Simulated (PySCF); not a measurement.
NMR shielding calculation, with input and output: Si₅NH₁₃O

- system: Si₅NH₁₃O, SMILES [SiH3][SiH2]O[SiH2]N([SiH3])[SiH3]
- method: GIAO PBE0/pcSseg-1 NMR shielding, non-relativistic, gas phase (PySCF 2.14.0)

The geometry comes from this level: PBE0-D3(BJ)/def2-SVP. It belongs to a series of runs on one base structure; here: H on Si replaced by N(SiH3)2. Figures and captions count atoms from 1; the log counts them from 0 in places.

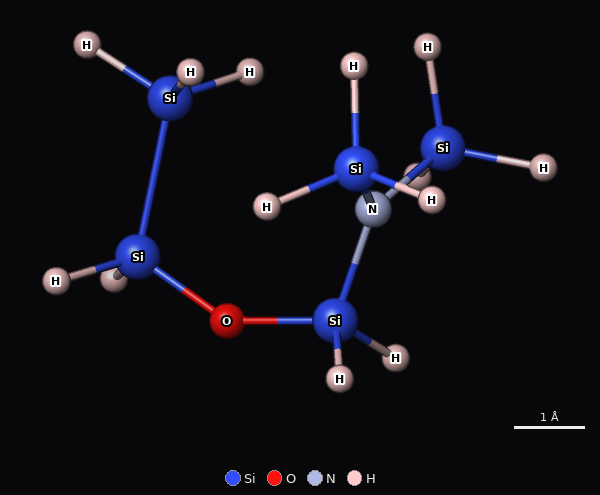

The input geometry (ball-and-stick view, seen at a tilt).

### Input file
```
{"job": {"kind": "nmr", "xc": "PBE0", "basis": "pcSseg-1"}, "charge": 0, "multiplicity": 1}
Si     1.995158    -0.609759     1.178158
Si     2.413932     0.919649    -0.555911
O      1.026231     1.276877    -1.401473
Si    -0.589138     0.971650    -1.568952
N     -1.201196    -0.030076    -0.271991
Si    -1.452940    -1.750327    -0.539780
Si    -1.807373     0.765839     1.176811
H      1.453675    -1.893851     0.636457
H      1.032148    -0.055222     2.177834
H      3.284507    -0.904042     1.880385
H      2.974833     2.184844     0.007653
H      3.419917     0.341334    -1.498147
H     -0.810703     0.258757    -2.857292
H     -1.300604     2.279507    -1.543314
H     -2.819548    -2.036372    -1.077346
H     -0.443371    -2.231721    -1.528344
H     -1.296509    -2.479964     0.752470
H     -0.974619     1.978092     1.436793
H     -1.721408    -0.176658     2.330205
H     -3.231831     1.194362     1.021152
```

The first line tells a small driver script what to run in PySCF; the rest is the geometry in Å.

Run as:
```bash
OMP_NUM_THREADS=1 python <driver script> task.json out
```

### Output
```
coarse grid: 18328 points
cycle   1  E = -1584.3797985485  dE =  1.147e-01  |g| = 8.316e-01  |ddm| = 4.032e+00
cycle   2  E = -1584.1173086470  dE =  2.625e-01  |g| = 1.409e+00  |ddm| = 1.928e+00
cycle   3  E = -1584.5027151992  dE = -3.854e-01  |g| = 1.082e-01  |ddm| = 1.473e+00
cycle   4  E = -1584.5045373099  dE = -1.822e-03  |g| = 5.921e-02  |ddm| = 1.511e-01
cycle   5  E = -1584.5051505593  dE = -6.132e-04  |g| = 1.973e-02  |ddm| = 5.677e-02
cycle   6  E = -1584.5052399772  dE = -8.942e-05  |g| = 1.977e-03  |ddm| = 2.306e-02
cycle   7  E = -1584.5052409723  dE = -9.952e-07  |g| = 4.190e-04  |ddm| = 2.943e-03
final grid: 151672 points
cycle   8  E = -1584.5504079880  dE = -1.084e-05  |g| = 8.331e-03  |ddm| = 1.963e-02
cycle   9  E = -1584.5503821885  dE =  2.580e-05  |g| = 1.426e-02  |ddm| = 1.642e-02
cycle  10  E = -1584.5504202766  dE = -3.809e-05  |g| = 4.149e-04  |ddm| = 1.092e-02
cycle  11  E = -1584.5504203044  dE = -2.786e-08  |g| = 7.969e-05  |ddm| = 4.434e-04
cycle  12  E = -1584.5504203052  dE = -7.822e-10  |g| = 5.430e-05  |ddm| = 1.153e-04
cycle  13  E = -1584.5504203058  dE = -5.948e-10  |g| = 9.069e-06  |ddm| = 5.128e-05
```

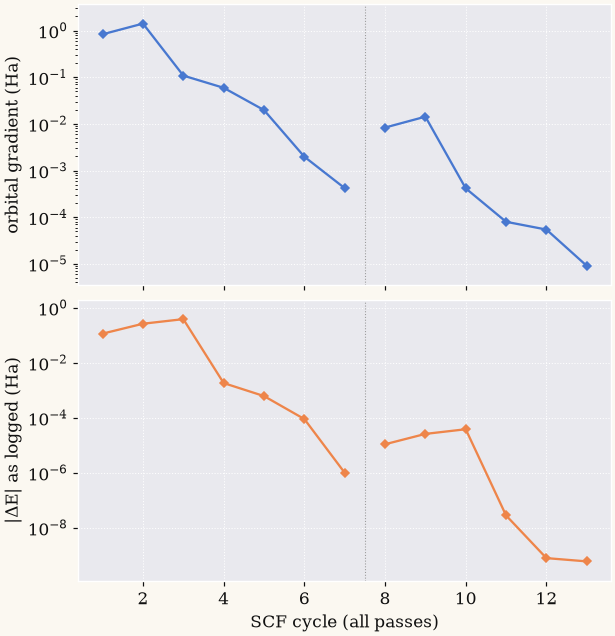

Convergence of the self-consistent field: orbital gradient and size of the energy change against the SCF cycle. The dotted line marks the change from a coarse to the final integration grid. The first 7 cycles use a coarse grid, the final grid takes over at cycle 8, and the field converges after 13 cycles in all.

```
converged SCF energy = -1584.5504203058

GIAO shielding tensors (ppm)
atom      isotropic    diamagn.    paramagn.     s11        s22        s33       span
  0 Si     456.612     882.971    -426.358    452.217    456.907    460.713      8.496
  1 Si     379.014     879.433    -500.418    319.187    349.326    468.530    149.343
  2 O      296.262     402.726    -106.464    237.979    292.722    358.083    120.104
  3 Si     381.789     881.198    -499.408    362.845    387.635    394.888     32.043
  4 N      253.220     334.861     -81.641    200.781    276.594    282.285     81.504
  5 Si     392.521     880.519    -487.999    349.128    369.405    459.029    109.901
  6 Si     394.149     880.707    -486.558    351.041    372.909    458.495    107.454
  7 H       27.547      32.667      -5.120     24.026     27.493     31.121      7.095
  8 H       27.574      32.814      -5.240     23.962     27.531     31.229      7.267
  9 H       27.961      29.570      -1.609     24.839     25.056     33.989      9.150
 10 H       25.806      28.387      -2.581     22.271     24.232     30.916      8.645
 11 H       25.806      28.257      -2.451     22.198     24.271     30.949      8.750
 12 H       26.356      29.621      -3.266     22.776     24.771     31.519      8.742
 13 H       26.357      29.309      -2.952     22.746     24.639     31.687      8.941
 14 H       26.546      28.525      -1.979     22.739     24.259     32.640      9.901
 15 H       26.474      30.887      -4.413     23.230     25.320     30.872      7.641
 16 H       26.469      30.567      -4.098     23.388     25.311     30.706      7.318
 17 H       26.485      31.042      -4.557     23.038     25.543     30.874      7.836
 18 H       26.473      30.500      -4.027     23.454     25.183     30.782      7.328
 19 H       26.523      28.660      -2.136     22.761     24.224     32.584      9.823
```

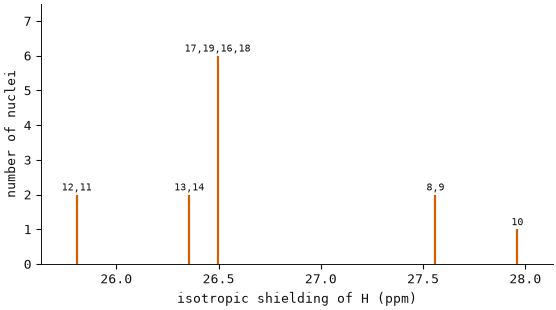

Isotropic shieldings of the hydrogen nuclei in this fixed geometry, labelled by atom number; shielding grows to the right, so chemical shift grows to the left. The least shielded is H12 (25.8 ppm), the most shielded H10 (28.0 ppm).

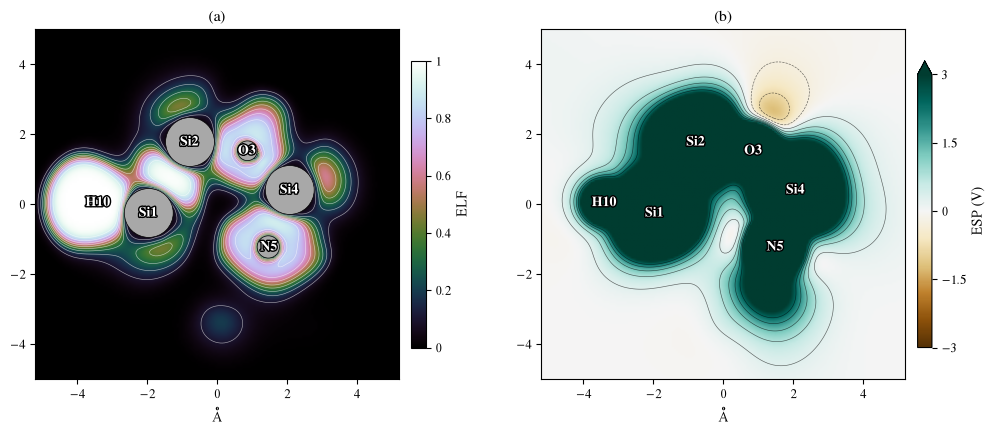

(a) ELF; (b) electrostatic potential on the plane of atoms Si2, Si1 and H10. Grey discs, where drawn, cover atomic cores. The section cuts through Si, O, N and H sites. Si–N (1.75 Å): the ELF peaks at about 0.90 between the atoms, which marks a shared but strongly polarised pair. Si–Si (2.35 Å): the ELF peaks at about 1 between the atoms, which marks a shared electron pair. Si–H (1.50 Å): the ELF climbs to about 1 towards the hydrogen, as it does in any bond to H.

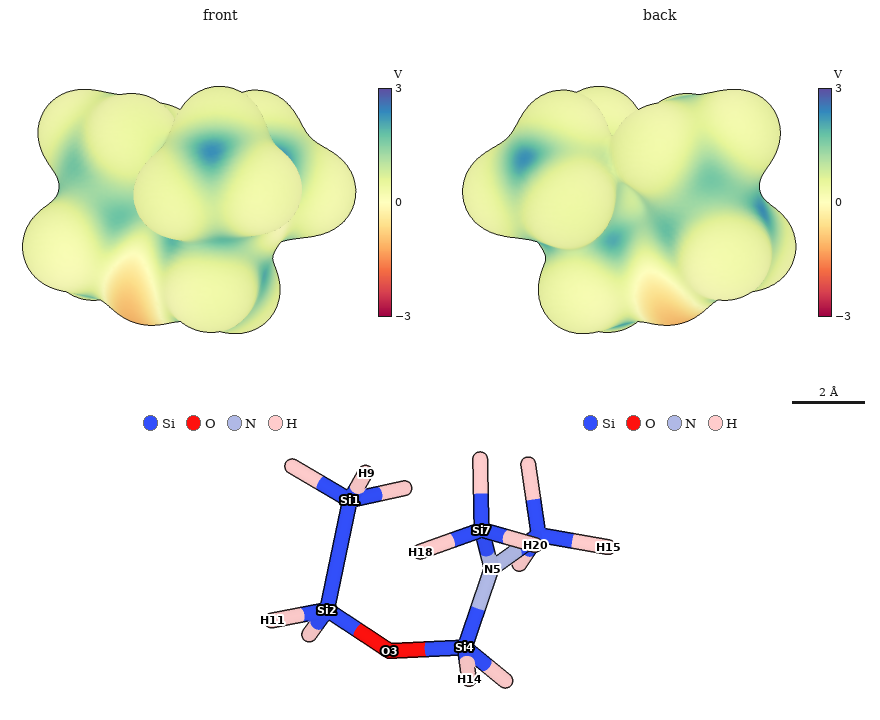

The molecular electrostatic potential painted on the density surface at 0.004 e/bohr³, seen at a tilt and from behind; the colour scale runs from red (negative) to blue (positive). The bare structure is drawn below in the same view. A positive charge is drawn to the negative regions and a negative charge to the positive ones. Its dipole moment is 0.53 D.

### Summary

- outcome: converged
- total energy: −1584.550420 hartree
- HOMO: −7.94 eV
- LUMO: −0.39 eV
- dipole moment: 0.53 D
- isotropic shielding, Si: 379.0 to 456.6 ppm
- isotropic shielding, O: 296.3 ppm
- isotropic shielding, N: 253.2 ppm
- isotropic shielding, H: 25.8 to 28.0 ppm
- hardware: 1 CPU thread, shared host
- wall time: 58 s
- peak memory: 1.1 GiB
